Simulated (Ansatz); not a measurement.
**Geometry relaxation of CH9BN2Si (part 2 of 2)**

The same run, continued: CH9BN2Si, SMILES BC(N)[SiH2]N; RKS B3LYP-D4/def2-SVP (Ansatz 0.2.0). It belongs to a series of runs on one base structure; here: end point B relaxed.

Geometry of the input (Å):
```
B  -1.7195  0.2609  0.3600
C  -0.6416  -0.6986  -0.1578
N  0.6514  -0.4137  0.4848
Si -1.1973  -2.5474  0.1322
N  -1.3555  -2.8567  1.8500
H  -1.6448  1.4871  0.1959
H  -2.7229  -0.1130  0.8565
H  -0.5332  -0.5685  -1.2231
H  0.5474  -0.6983  1.5056
H  1.3399  -1.0924  0.0515
H  -2.5359  -2.6673  -0.5611
H  -0.2484  -3.4156  -0.4927
H  -1.9897  -2.0705  2.2955
H  -0.4533  -2.7391  2.2779
```

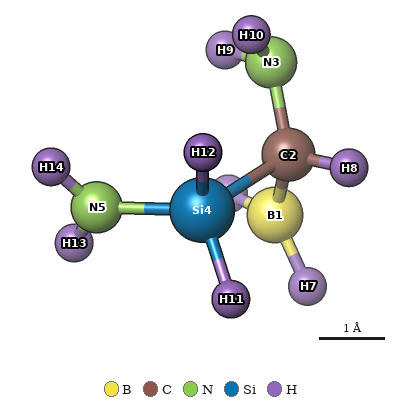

**Figure 1.** The geometry at step 16 of the log (ball-and-stick view, seen at a tilt; atoms are numbered from 1 in the order of the input).

Trajectory as extended XYZ, continued:
```
14
Properties=species:S:1:pos:R:3:forces:R:3 step=5 energy=-12712.36427
B    -1.7331    0.3828    0.2956   -0.0498   0.0337   0.0313
C    -0.6924   -0.6964   -0.1476    0.0750   0.1836   0.2279
N     0.6677   -0.3753    0.3344    0.0131   0.0219  -0.1747
Si   -1.1958   -2.4968    0.1885   -0.0724   0.0848  -0.0356
N    -1.3564   -2.8583    1.8753   -0.0933   0.0901   0.4095
H    -1.3498    1.5120    0.5171   -0.0618  -0.1202   0.0978
H    -2.9168    0.1315    0.4237    0.1261   0.0228  -0.1967
H    -0.7217   -0.5423   -1.2517   -0.1143  -0.0312  -0.0926
H     0.7133   -0.5191    1.3424    0.0539   0.0105   0.0185
H     1.3593   -1.0011   -0.0783    0.0440  -0.0440   0.0506
H    -2.4960   -2.7670   -0.4924   -0.0366  -0.0733  -0.0141
H    -0.1178   -3.3911   -0.3258    0.0370  -0.0351  -0.0206
H    -2.1137   -2.4564    2.4304    0.1705  -0.1171  -0.1703
H    -0.5501   -3.0556    2.4636   -0.0914  -0.0265  -0.1310
14
Properties=species:S:1:pos:R:3:forces:R:3 step=7 energy=-12712.48867
B    -1.7250    0.3916    0.2965   -0.1771  -0.0470   0.0106
C    -0.6859   -0.6683   -0.1410    0.1147   0.2000  -0.0963
N     0.7066   -0.3769    0.2500   -0.0596  -0.0706  -0.0283
Si   -1.2059   -2.4697    0.2192   -0.0453  -0.0407   0.1443
N    -1.3469   -2.8327    1.9094   -0.0029   0.0237   0.0995
H    -1.3854    1.4210    0.8483   -0.1102  -0.1883  -0.0005
H    -2.9072    0.1860    0.0669    0.2550   0.1116   0.0179
H    -0.8171   -0.5724   -1.2518    0.0850  -0.0550   0.0728
H     0.7806   -0.3864    1.2689    0.0245   0.0467  -0.0900
H     1.3574   -1.0885   -0.0891   -0.0793   0.0025   0.0243
H    -2.4964   -2.7755   -0.4709    0.0075   0.0114   0.0076
H    -0.1151   -3.3577   -0.2879    0.0047   0.0334  -0.0160
H    -2.1043   -2.4691    2.4817    0.0779  -0.0444  -0.0478
H    -0.5588   -3.1349    2.4749   -0.0950   0.0168  -0.0981
14
Properties=species:S:1:pos:R:3:forces:R:3 step=8 energy=-12712.53438
B    -1.7334    0.3658    0.3062    0.0632   0.0449  -0.1104
C    -0.6724   -0.6506   -0.1675   -0.0462   0.1150  -0.1728
N     0.7208   -0.3806    0.2063    0.0147  -0.0414   0.0636
Si   -1.2134   -2.4509    0.2373   -0.0410   0.0698  -0.0212
N    -1.3438   -2.8070    1.9255    0.0079   0.0230  -0.0336
H    -1.4395    1.3117    1.0064   -0.0844  -0.1345   0.0643
H    -2.8847    0.2201   -0.0476    0.0825   0.0159   0.0575
H    -0.7838   -0.6014   -1.2802   -0.0361  -0.1019   0.0979
H     0.8022   -0.2969    1.2198    0.0227   0.0342  -0.0359
H     1.3374   -1.1454   -0.0717    0.0031   0.0110   0.0283
H    -2.5040   -2.7553   -0.4514   -0.0041   0.0007   0.0049
H    -0.1225   -3.3273   -0.2852    0.0161  -0.0145   0.0230
H    -2.0982   -2.4564    2.5047    0.0073  -0.0133   0.0271
H    -0.5678   -3.1590    2.4724   -0.0056  -0.0087   0.0074
14
Properties=species:S:1:pos:R:3:forces:R:3 step=10 energy=-12712.55413
B    -1.7299    0.3564    0.3034    0.0422   0.1149   0.0172
C    -0.6652   -0.6403   -0.1894   -0.0192   0.0879  -0.0935
N     0.7276   -0.3820    0.1921    0.0249  -0.0663   0.0252
Si   -1.2198   -2.4356    0.2391   -0.0137   0.0162   0.0119
N    -1.3416   -2.7895    1.9273    0.0378   0.0119   0.0528
H    -1.4639    1.2554    1.0791   -0.0588  -0.1950  -0.0121
H    -2.8724    0.2344   -0.0786    0.0365   0.0016   0.0154
H    -0.7785   -0.6322   -1.3002    0.0185  -0.0514   0.0722
H     0.8053   -0.2627    1.2032   -0.0116   0.0230  -0.0805
H     1.3383   -1.1618   -0.0580   -0.0165   0.0333   0.0309
H    -2.5098   -2.7456   -0.4477   -0.0040   0.0101  -0.0017
H    -0.1276   -3.3157   -0.2761    0.0072   0.0032   0.0063
H    -2.0978   -2.4519    2.5131    0.0393  -0.0208   0.0036
H    -0.5680   -3.1624    2.4678   -0.0825   0.0315  -0.0476
14
Properties=species:S:1:pos:R:3:forces:R:3 step=12 energy=-12712.58941
B    -1.7291    0.3213    0.3099    0.0915  -0.0159   0.1000
C    -0.6483   -0.6215   -0.2373   -0.0210   0.1109  -0.0976
N     0.7426   -0.3844    0.1558   -0.0369  -0.0778   0.0019
Si   -1.2326   -2.4095    0.2422    0.0290   0.0760   0.0398
N    -1.3430   -2.7366    1.9345    0.0212   0.0035   0.0261
H    -1.5071    1.0741    1.2399   -0.0367  -0.1378  -0.0773
H    -2.8517    0.2590   -0.1323   -0.0033   0.0119  -0.0223
H    -0.7502   -0.6723   -1.3462    0.0223  -0.0019   0.1135
H     0.8065   -0.1973    1.1566   -0.0064   0.0234  -0.0514
H     1.3384   -1.1914   -0.0345   -0.0109   0.0221   0.0133
H    -2.5178   -2.7240   -0.4474   -0.0195  -0.0139  -0.0160
H    -0.1321   -3.2871   -0.2567   -0.0032  -0.0170  -0.0082
H    -2.0955   -2.4106    2.5302    0.0131   0.0049  -0.0044
H    -0.5835   -3.1530    2.4605   -0.0392   0.0116  -0.0175
14
Properties=species:S:1:pos:R:3:forces:R:3 step=14 energy=-12712.61331
B    -1.7332    0.2444    0.3302   -0.0067   0.1012   0.1393
C    -0.6280   -0.5982   -0.2855    0.1534   0.0469  -0.0786
N     0.7563   -0.4034    0.1312   -0.0296  -0.0870   0.0905
Si   -1.2474   -2.3736    0.2340    0.0068  -0.0344   0.0648
N    -1.3342   -2.6513    1.9355    0.0395  -0.0418   0.0496
H    -1.5672    0.8174    1.3882   -0.0100  -0.0537  -0.0574
H    -2.8298    0.2629   -0.1720   -0.0328  -0.0110  -0.0335
H    -0.7208   -0.6670   -1.3889    0.0208  -0.0063   0.0341
H     0.8083   -0.1337    1.1156   -0.0002  -0.0273  -0.1429
H     1.3312   -1.2407    0.0090   -0.0728   0.1099   0.0138
H    -2.5263   -2.7045   -0.4613   -0.0066  -0.0166   0.0005
H    -0.1480   -3.2613   -0.2487   -0.0092  -0.0113  -0.0126
H    -2.0605   -2.2880    2.5425    0.0337  -0.0015  -0.0249
H    -0.6037   -3.1363    2.4454   -0.0864   0.0330  -0.0428
14
Properties=species:S:1:pos:R:3:forces:R:3 step=16 energy=-12712.61457 accepted=F
B    -1.7433    0.2077    0.3459    0.1822   0.1341  -0.1427
C    -0.6128   -0.5851   -0.3035   -0.1143   0.0684   0.1717
N     0.7617   -0.3950    0.1188    0.0064  -0.0353   0.0861
Si   -1.2507   -2.3664    0.2385   -0.0433  -0.0545   0.0039
N    -1.3310   -2.6299    1.9421    0.0871  -0.0235   0.1244
H    -1.5971    0.7231    1.4365   -0.0262  -0.0959  -0.0549
H    -2.8197    0.2720   -0.2000   -0.0078  -0.0649   0.0560
H    -0.7009   -0.6611   -1.4036   -0.0266  -0.0149  -0.0219
H     0.8154   -0.0876    1.0897    0.0063  -0.0202  -0.0697
H     1.3377   -1.2319    0.0200   -0.0250   0.0478  -0.0037
H    -2.5282   -2.7054   -0.4585    0.0113   0.0099  -0.0183
H    -0.1637   -3.2685   -0.2475    0.0009   0.0156   0.0090
H    -2.0158   -2.2018    2.5582    0.0910  -0.0601  -0.0643
H    -0.6549   -3.2035    2.4385   -0.1419   0.0936  -0.0756
14
Properties=species:S:1:pos:R:3:forces:R:3 step=18 energy=-12712.62165
B    -1.7422    0.2228    0.3265    0.0294   0.0149  -0.0194
C    -0.6107   -0.5755   -0.2981   -0.0276  -0.1088   0.0531
N     0.7606   -0.3926    0.1300   -0.0123   0.0603  -0.0481
Si   -1.2531   -2.3602    0.2446   -0.0176   0.0753   0.0167
N    -1.2987   -2.6104    1.9506    0.1155  -0.0543   0.0793
H    -1.6002    0.7529    1.4061   -0.0148  -0.0128   0.0133
H    -2.8301    0.2385   -0.1991    0.0135  -0.0013   0.0008
H    -0.6981   -0.6844   -1.3964    0.0217   0.0284  -0.0124
H     0.8161   -0.0829    1.0979   -0.0002  -0.0177   0.0047
H     1.3405   -1.2236    0.0232   -0.0112  -0.0036   0.0066
H    -2.5363   -2.6837   -0.4496    0.0117  -0.0282  -0.0170
H    -0.1688   -3.2564   -0.2552   -0.0111  -0.0120   0.0042
H    -1.9901   -2.2055    2.5703   -0.0110   0.0085  -0.0044
H    -0.6922   -3.2722    2.4243   -0.0860   0.0513  -0.0774
14
Properties=species:S:1:pos:R:3:forces:R:3 step=20 energy=-12712.62786
B    -1.7445    0.2184    0.3200    0.0164   0.0145   0.0115
C    -0.6077   -0.5732   -0.3022   -0.0468  -0.0317   0.0139
N     0.7610   -0.3835    0.1257   -0.0123   0.0525  -0.0190
Si   -1.2523   -2.3504    0.2548   -0.0159   0.0423  -0.0112
N    -1.2634   -2.5751    1.9669    0.1303  -0.1020   0.0955
H    -1.6140    0.7270    1.4119   -0.0100  -0.0024  -0.0074
H    -2.8268    0.2429   -0.2160    0.0076  -0.0071   0.0002
H    -0.6924   -0.6889   -1.4001    0.0187   0.0219   0.0000
H     0.8110   -0.0866    1.0980    0.0109  -0.0117   0.0080
H     1.3428   -1.2121    0.0142    0.0113  -0.0218   0.0057
H    -2.5339   -2.6817   -0.4417    0.0072  -0.0346   0.0097
H    -0.1728   -3.2493   -0.2472    0.0026  -0.0324  -0.0020
H    -1.9713   -2.1941    2.5840   -0.0102   0.0215  -0.0136
H    -0.7390   -3.3269    2.4069   -0.1098   0.0910  -0.0912
14
Properties=species:S:1:pos:R:3:forces:R:3 step=21 energy=-12712.63219
B    -1.7474    0.2162    0.3193   -0.0085   0.0248   0.0131
C    -0.6073   -0.5692   -0.3036   -0.0106  -0.0397  -0.0041
N     0.7608   -0.3742    0.1248    0.0001   0.0097  -0.0078
Si   -1.2468   -2.3470    0.2574   -0.0329  -0.0019  -0.0327
N    -1.2346   -2.5500    1.9738    0.2296  -0.3094   0.2163
H    -1.6233    0.7170    1.4155   -0.0055  -0.0023  -0.0090
H    -2.8269    0.2427   -0.2220    0.0028  -0.0099   0.0015
H    -0.6881   -0.6822   -1.4020    0.0049   0.0161   0.0078
H     0.8087   -0.0886    1.1008    0.0077  -0.0112   0.0051
H     1.3449   -1.2015    0.0084   -0.0007   0.0066   0.0058
H    -2.5291   -2.6985   -0.4290    0.0023  -0.0011  -0.0037
H    -0.1764   -3.2586   -0.2431    0.0152  -0.0032  -0.0082
H    -1.9455   -2.1656    2.5863   -0.0152   0.0319  -0.0187
H    -0.7924   -3.3738    2.3886   -0.1892   0.2896  -0.1654
14
Properties=species:S:1:pos:R:3:forces:R:3 step=23 energy=-12712.63882
B    -1.7568    0.2019    0.3227   -0.0601  -0.0915   0.1120
C    -0.6062   -0.5713   -0.2985   -0.0075   0.0165  -0.0670
N     0.7570   -0.3632    0.1392    0.0196   0.0059   0.0073
Si   -1.2355   -2.3567    0.2483    0.0036   0.0159   0.0025
N    -1.1794   -2.5166    1.9738    0.0352  -0.1112   0.0700
H    -1.6520    0.6678    1.4387    0.0041   0.0264  -0.0696
H    -2.8356    0.2147   -0.2206    0.0187   0.0322  -0.0141
H    -0.6777   -0.6666   -1.3992    0.0077   0.0087   0.0153
H     0.7968   -0.1266    1.1290    0.0044  -0.0123  -0.0046
H     1.3579   -1.1726   -0.0115   -0.0050  -0.0075   0.0047
H    -2.5260   -2.7231   -0.4165    0.0022   0.0155  -0.0094
H    -0.1782   -3.2745   -0.2720   -0.0006   0.0040   0.0112
H    -1.8491   -2.0313    2.5651    0.0386  -0.0468  -0.0208
H    -0.9184   -3.4152    2.3768   -0.0609   0.1441  -0.0374
14
Properties=species:S:1:pos:R:3:forces:R:3 step=25 energy=-12712.64040
B    -1.7609    0.1955    0.3286    0.0029   0.0008   0.0067
C    -0.6074   -0.5695   -0.2976    0.0117  -0.0073   0.0131
N     0.7585   -0.3629    0.1359   -0.0067   0.0035   0.0004
Si   -1.2318   -2.3556    0.2507    0.0070  -0.0087  -0.0140
N    -1.1758   -2.5202    1.9763   -0.0057   0.0181  -0.0054
H    -1.6537    0.6802    1.4336    0.0016   0.0009  -0.0018
H    -2.8366    0.2104   -0.2194   -0.0046   0.0020  -0.0018
H    -0.6829   -0.6640   -1.3972    0.0018  -0.0015  -0.0034
H     0.8026   -0.1279    1.1258   -0.0023  -0.0007  -0.0023
H     1.3559   -1.1751   -0.0153   -0.0059   0.0008  -0.0016
H    -2.5192   -2.7190   -0.4214   -0.0056   0.0013   0.0025
H    -0.1729   -3.2719   -0.2678    0.0036  -0.0012   0.0009
H    -1.8447   -2.0325    2.5648    0.0012  -0.0040   0.0057
H    -0.9345   -3.4209    2.3782    0.0012  -0.0041   0.0010
14
Properties=species:S:1:pos:R:3:forces:R:3 step=27 energy=-12712.64045
B    -1.7611    0.1961    0.3277   -0.0013   0.0047   0.0014
C    -0.6076   -0.5704   -0.2971   -0.0005  -0.0057   0.0005
N     0.7574   -0.3633    0.1381    0.0025   0.0027  -0.0012
Si   -1.2319   -2.3564    0.2492    0.0018  -0.0018  -0.0019
N    -1.1741   -2.5188    1.9751   -0.0012   0.0013   0.0016
H    -1.6533    0.6825    1.4318    0.0001  -0.0007  -0.0010
H    -2.8367    0.2116   -0.2206   -0.0012   0.0010   0.0001
H    -0.6813   -0.6639   -1.3971   -0.0010   0.0012  -0.0012
H     0.7999   -0.1302    1.1285   -0.0008  -0.0013   0.0010
H     1.3548   -1.1752   -0.0137    0.0004  -0.0009   0.0006
H    -2.5217   -2.7184   -0.4192    0.0002  -0.0005  -0.0009
H    -0.1739   -3.2739   -0.2690    0.0001   0.0005  -0.0001
H    -1.8440   -2.0339    2.5648    0.0009  -0.0011   0.0011
H    -0.9296   -3.4190    2.3768   -0.0001   0.0007   0.0001
```

Results in brief:

```tsv
quantity	value
outcome	converged
total energy	−12712.6407 eV
mean-field energy	−12712.1555 eV
largest force (length of the vector) at the end	0.006 eV/Å
hardware	2 threads of AMD EPYC (Zen 3), 24 GiB of memory available, shared host
wall time	80 s (CPU time 2.6 min)
peak memory	0.3 GiB
```
